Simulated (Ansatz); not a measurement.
# CH2BF3O2S: one species, many methods

Aim: compute CH2BF3O2S with functionals from several rungs and with coupled cluster. The yardstick is the atomisation energy at the CCSD(T) limit.

The runs use Ansatz 0.2.0, Gaussian basis; functionals in def2-TZVPP, the program's frozen cores in correlated methods.

Plan: PBE-D4, r2SCAN-D4, PBE0-D4, B3LYP-D4, ωB97X-V, ωB97M-V, B2PLYP; CCSD(T)/def2-TZVPP; MP2/def2-QZVPP; extrapolation to the limit.

## Step 1: Structure used throughout

The geometry comes from an earlier relaxation with PBE0-D4 in a triple-zeta def2 set; it is a stationary point, not always the lowest conformer.

10 atoms, charge 0, spin multiplicity 1.

Atoms are counted from 1 here; the program's logs count them from 0.

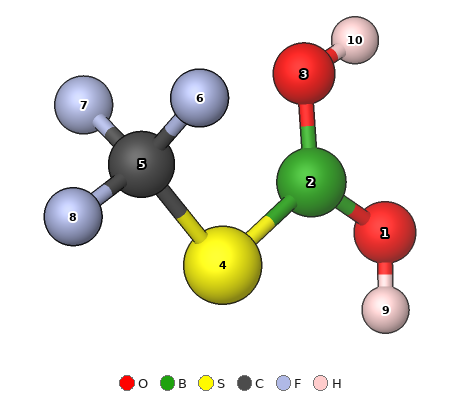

The geometry (oxygen red, boron green, sulfur yellow, carbon dark grey, fluorine light blue, hydrogen pink); atoms are numbered from 1 in the order of the file.

## Step 2: PBE-D4 (GGA)

Input file in.yaml:

```yaml
crystal:
  periodic: [false, false, false]
  atoms:
    - {symbol: O, position_ang: [0.629709, 0.068003, -2.342103]}
    - {symbol: B, position_ang: [0.366762, 0.204848, -1.014204]}
    - {symbol: O, position_ang: [0.778117, 1.299068, -0.342171]}
    - {symbol: S, position_ang: [-0.559890, -1.134272, -0.161057]}
    - {symbol: C, position_ang: [-0.659817, -0.507630, 1.537828]}
    - {symbol: F, position_ang: [0.532290, -0.339864, 2.098905]}
    - {symbol: F, position_ang: [-1.318792, 0.642069, 1.627702]}
    - {symbol: F, position_ang: [-1.324517, -1.416482, 2.255108]}
    - {symbol: H, position_ang: [0.306302, -0.735364, -2.754051]}
    - {symbol: H, position_ang: [1.249827, 1.919636, -0.905946]}
basis:
  gaussian: {orbitals: def2-TZVPP}
hamiltonian: {xc: pbe, dispersion: d4}
output: {forces: true, orbitals: {seedname: orbitals}}
```

Command:

```bash
$ ansatz run in.yaml --threads 2 --pin off --events-out ev --progress --plain --max-ram 32768MiB --backend cuda --devices 0, --max-vram 18GiB
```

After this run come: r2SCAN-D4 (meta-GGA); PBE0-D4 (hybrid); B3LYP-D4 (hybrid); ωB97X-V (range-separated); ωB97M-V (range-separated); B2PLYP (double hybrid); CCSD(T) in def2-TZVPP; MP2 in def2-QZVPP.

Before running them: what should the planned runs give, taken together? Wanted: atomisation energy, CCSD(T)/CBS; farthest; mean size of error, hybrid; mean size of error, range-separated; gap, smallest and largest; T1 diagnostic; triples share of the correlation energy.

As calculated:

```
                               quantity                                 value
        atomisation energy, CCSD(T)/CBS                        996.7 kcal/mol
functionals within 5.0 kcal/mol (0.5 %)                               ωB97X-V
                               farthest               PBE-D4 (+45.5 kcal/mol)
             mean size of error, hybrid                          6.0 kcal/mol
    mean size of error, range-separated                          6.9 kcal/mol
              gap, smallest and largest  5.62 eV (PBE-D4), 12.47 eV (ωB97X-V)
                          T1 diagnostic                                0.0129
triples share of the correlation energy                                 3.5 %
```

In words: PBE-D4 misses by +45.5 kcal/mol. Double hybrids carry the basis error of their MP2 part in triple zeta, and no dispersion term here, so their miss is partly the set-up's. Misses under about 5.0 kcal/mol are within the doubt on the reference itself, which lacks core-valence correlation, relativity and higher excitations. Hartree-Fock recovers 68 % of the binding; the rest is correlation. The gap grows from 5.6 to 12.5 eV across the functionals, mostly with the share of exact exchange.
